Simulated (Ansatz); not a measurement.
# Convergence study of shifted k-point meshes for Mg (R3m, 3 atoms in the cell)

```
Mg
1.0
    1.58792     0.91678     7.67678
   -1.58792     0.91678     7.67678
    0.00000    -1.83357     7.67678
Mg
3
Direct
  0.00217   0.00217   0.00217
  0.22193   0.22193   0.22193
  0.77807   0.77807   0.77807
```

Computed with PBEsol, default PAW files made with PBE (plane waves; Ansatz, an electronic-structure program).

Base settings: basis.ecutwfc = 420 eV; kpoints.mp_grid.grid = 12 12 12; hamiltonian.xc = pbesol; hamiltonian.pseudopotentials = {kind: paw} (the program's default PAW files); scf.occupations.method = gaussian; scf.occupations.width = 0.1 eV.

In this ladder: kpoints.mp_grid.shift = 0.5 0.5 0.5.

Only quantities that move along the ladder and can be compared are tabulated.

The count of work is k-points × plane waves × bands × iterations; it is no time. Core times come from one kind of shared machine, to one figure; runs under 30 s give none.

The starting cell comes from a database of computed structures (which also holds hypothetical and non-ambient phases and stackings), without a prior relaxation at this level. Its lattice was rescaled by up to half a per cent. One atom was moved a little off its site on purpose. Ansatz's pressure includes its estimate of the finite-basis (Pulay) stress.

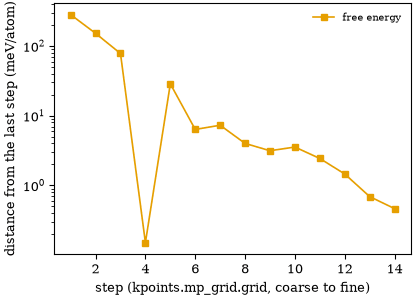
Fig. 1. Distance from the last step along the ladder; very small values are drawn at a floor.

```tsv
kpoints.mp_grid.grid	free energy less the last step's (meV/atom)	pressure (GPa)	largest difference of a force vector from the last step's (eV/Å)	count of work / last	core time / last (rough)
2 2 2	282.42	1.49	0.065	0.00089	–
3 3 3	152.29	0.78	0.052	0.0020	–
4 4 4	-78.19	0.27	0.043	0.0039	–
5 5 5	-0.15	0.25	0.006	0.0064	–
6 6 6	28.71	0.37	0.018	0.0094	–
7 7 7	-6.36	0.50	0.020	0.017	–
8 8 8	-7.30	0.33	0.005	0.020	–
9 9 9	4.01	0.36	0.012	0.028	–
10 10 10	3.15	0.42	0.015	0.037	–
11 11 11	-3.55	0.35	0.001	0.049	–
13 13 13	2.43	0.41	0.006	0.077	–
16 16 16	1.46	0.38	0.002	0.14	0.1
19 19 19	0.69	0.38	0.002	0.22	0.2
23 23 23	0.46	0.38	0.000	0.39	0.4
32 32 32	0.00	0.38	0.000	1.0	1
```

State of the free energy at the end of the ladder: still drifting one way, by 0.69 meV/atom over the last two steps, so the last step is no safe reference.

Coarsest kpoints.mp_grid.grid that holds the forces within 0.01 eV/Å of the last step, with all finer ones: 11 11 11, at 0.049 of the last step's count of work; the step before is off by 0.015 eV/Å.

Coarsest kpoints.mp_grid.grid that holds the pressure within 1 GPa of the last step, with all finer ones: 3 3 3, at 0.0020 of the last step's count of work; the step before is off by 1.1 GPa.

Two neighbours can agree and both be off: 7 7 7 and 8 8 8 differ by 0.95 meV/atom in the free energy, yet lie about 7.3 meV/atom from the last step.

Keys are those of Ansatz 0.2.
